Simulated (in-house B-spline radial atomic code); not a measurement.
# Zn⁺: excited configurations

How much energy does it take to promote electrons of Zn⁺ to other shells? Each configuration is solved by itself and compared with the reference.

Method: non-relativistic LDA (Slater, VWN5), spin-polarised, spherical fractional occupations, point nucleus, basis-set limit. Code: in-house B-spline radial atomic code version 1.

### Step 1. What is computed

```
element       : zinc (Z = 30)
charge        : +1
electrons     : 29
configuration : [Ar] 3d10 4s1
Hamiltonian   : non-relativistic
nucleus       : point
```

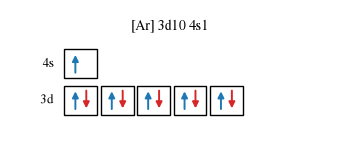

The shells outside the core, filled by Hund's rule for the drawing.

Where spins are not typed, each open shell is filled with up spins first.

The run's settings:

```ini
Z = 30
electrons = 29.0
configuration = [Ar] 3d10 4s1
hamiltonian = nr
method = lda,vwn
spin_polarised = True
```

The reference is known from an earlier run: -1776.217890 hartree in all. Up to eight levels, counted from the top:

```tsv
orbital	occupation	energy (eV)	<r> (bohr)
2p down	3	-1006.71	0.1999
3s up	1	-134.05	0.6935
3s down	1	-134.02	0.6932
3p up	3	-91.870	0.7196
3p down	3	-91.823	0.7188
3d up	5	-20.487	0.8979
3d down	5	-20.295	0.8858
4s up	1	-14.493	2.406
```

### Step 2. Run with [Ne] 3s2 3p5 3d10 4s1 5f1

The run's settings:

```ini
Z = 30
electrons = 29.0
configuration = [Ne] 3s2 3p5 3d10 4s1 5f1
hamiltonian = nr
method = lda,vwn
spin_polarised = True
```

### Step 3. Run with [Ar] 3d9 4s1 4p1

The run's settings:

```ini
Z = 30
electrons = 29.0
configuration = [Ar] 3d9 4s1 4p1
hamiltonian = nr
method = lda,vwn
spin_polarised = True
```

### Step 4. [Ar] 3d10 5s1

The run's settings:

```ini
Z = 30
electrons = 29.0
configuration = [Ar] 3d10 5s1
hamiltonian = nr
method = lda,vwn
spin_polarised = True
```

### Step 5. Configuration 1s2 2s2 2p6 3s2 3p6 3d5,4 4s1,0 4p0,1

In configurations, two counts after a shell (as in p1,2) give the electrons with spin up and with spin down.

The run's settings:

```ini
Z = 30
electrons = 29.0
configuration = 1s2 2s2 2p6 3s2 3p6 3d5,4 4s1,0 4p0,1
hamiltonian = nr
method = lda,vwn
spin_polarised = True
```

### Step 6. 1s2 2s2 2p6 3s2 3p6 3d10 5s0,1

The run's settings:

```ini
Z = 30
electrons = 29.0
configuration = 1s2 2s2 2p6 3s2 3p6 3d10 5s0,1
hamiltonian = nr
method = lda,vwn
spin_polarised = True
```

### Step 7. Configuration 1s2 2s2 2p6 3s2 3p6 3d4,5 4s1,0 5d1,0

The run's settings:

```ini
Z = 30
electrons = 29.0
configuration = 1s2 2s2 2p6 3s2 3p6 3d4,5 4s1,0 5d1,0
hamiltonian = nr
method = lda,vwn
spin_polarised = True
```

### Step 8. Run with 1s2 2s2 2p6 3s2 3p2,3 3d10 4s2

The run's settings:

```ini
Z = 30
electrons = 29.0
configuration = 1s2 2s2 2p6 3s2 3p2,3 3d10 4s2
hamiltonian = nr
method = lda,vwn
spin_polarised = True
```

**Question.** How far above the reference does each configuration lie (order and size, in eV)?

**Answer**, as computed:

| net move | configuration | 2|M_S|+1 | energy above the reference (eV) | largest <r> (bohr) |
| --- | --- | --- | --- | --- |
| 4s → 5s | [Ar] 3d10 5s1 | 2 | 11.256 | 5.73 |
| 4s → 5s, spins typed | 1s2 2s2 2p6 3s2 3p6 3d10 5s0,1 | 2 | 11.256 | 5.73 |
| 3d → 4p | [Ar] 3d9 4s1 4p1 | 4 | 14.486 | 2.77 |
| 3d → 4p, spins typed | 1s2 2s2 2p6 3s2 3p6 3d5,4 4s1,0 4p0,1 | 2 | 15.451 | 2.86 |
| 3d → 5d, spins typed | 1s2 2s2 2p6 3s2 3p6 3d4,5 4s1,0 5d1,0 | 2 | 25.254 | 9.62 |
| 3p → 4s, spins typed | 1s2 2s2 2p6 3s2 3p2,3 3d10 4s2 | 2 | 80.909 | 2.29 |
| 3p → 5f | [Ne] 3s2 3p5 3d10 4s1 5f1 | 4 | 98.841 | 14.6 |

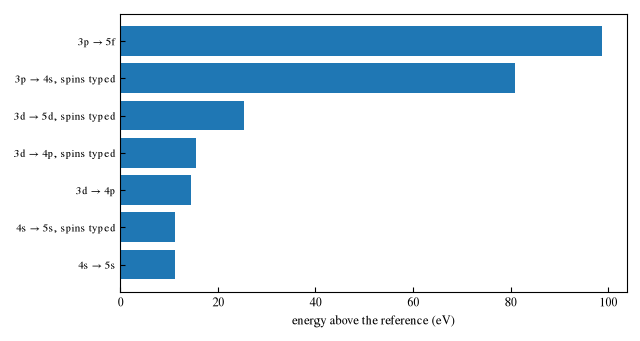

The configurations in order of energy, labelled by the net move of electrons.

What this shows: At the bottom stands 4s → 5s (11.256 eV), at the top 3p → 5f (98.841 eV). 3 of them lie more than 60 % above minus the reference's highest level (14.493 eV), in the range where a state can decay by emitting an electron. The reference has 2|M_S|+1 = 2; 2 of the configurations differ from it in spin. These are spherical averages at the typed spins, not spectroscopic levels.
